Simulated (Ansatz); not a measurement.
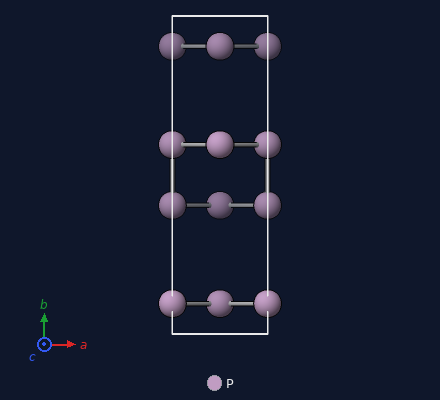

The structure, seen along [001]; the drawing may span several cells.

Structure (in its standard cell), the input geometry of an electronic-structure calculation (not necessarily at equilibrium):

Space group Cmce (No. 64). a = 3.298 Å, b = 11.018 Å, c = 4.561 Å, α = 90.00°, β = 90.00°, γ = 90.00°
```
atom  site  symmetry       x       y       z
   P    8f       m..  0.0000  0.5954  0.5887
```

Question: What does the kinematic electron diffraction pattern along [001] look like at 100 kV (B = 0.8 Å²)?

Answer: The spots form a rectangular net whose two shortest vectors correspond to d = 5.51 Å and 1.65 Å, 90.0° apart. They are 0 2 0 and 2 0 0. The pattern has symmetry 2mm. The lattice centring (C) removes all reflections that break h + k = 2n; a glide plane extinguishes reflections such as 1 -1 0, 1 1 0, 1 -3 0.

Strongest reflections with d > 0.80 Å, one of each family (|F|² from tabulated Gaussian fits of the electron scattering factors, times a small damping for the curvature of the Ewald sphere):

```csv
hkl,d (Å),I (strongest = 100)
0 4 0,2.754,100
0 2 0,5.509,57
0 6 0,1.836,56
2 0 0,1.649,50
2 4 0,1.415,16
2 6 0,1.227,15
```

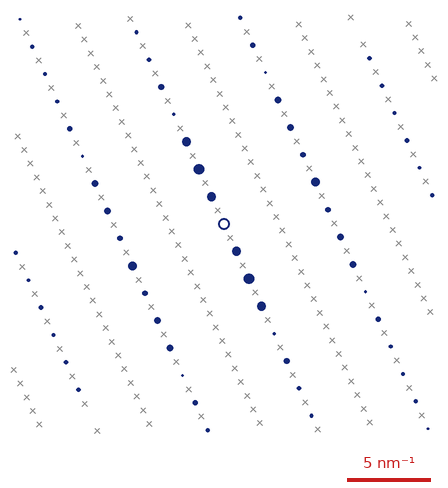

Calculated pattern, seen from the source side with [001] pointing towards the source; crosses mark the places of extinct reflections.
